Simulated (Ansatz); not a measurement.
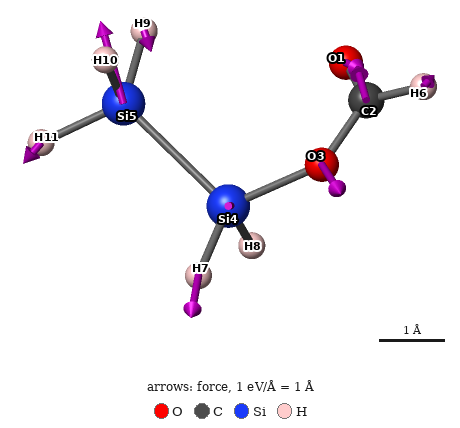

Starting geometry of CH6O2Si2 (coarse preliminary run) with the computed forces as purple arrows. The picture is a ball-and-stick view, seen face on.

The start comes from a force field.

Computed with Ansatz, RKS PBE-D4/def2-SVP. (force threshold 0.03 eV/Å; at most 200 steps)

> What follows when this structure is relaxed?

It isn't relaxed: the largest force vector, on Si4, is 1.70 eV/Å. The final displacements have little in common with the starting forces (cosine between the two patterns 0.10). The largest move after the best rigid fit is that of H10, 0.65 Å. By element the largest moves are H 0.65 Å, O 0.51 Å, C 0.24 Å, Si 0.18 Å. Near-neighbour distances that change, for instance: Si4–Si5 2.287 → 2.353 Å, O3–Si4 1.699 → 1.759 Å, Si4–H7 1.445 → 1.500 Å, Si5–H11 1.485 → 1.509 Å. Among the angles between lasting bonds that change: C2–O3–Si4 125.5° → 116.3°, O3–Si4–H7 110.3° → 101.4°, H9–Si5–H10 105.1° → 110.7°. Groups turn about Si4–Si5 by about 25°. The energy falls by 0.227 eV in 11 accepted moves (12 points after the start). Largest force component: 1.2 eV/Å at the start, 0.0088 eV/Å at the end. The line search rejected the trial step at point 2 of the run. The run took 11 s on 4 threads of Intel Xeon Platinum 8488C (shared host).
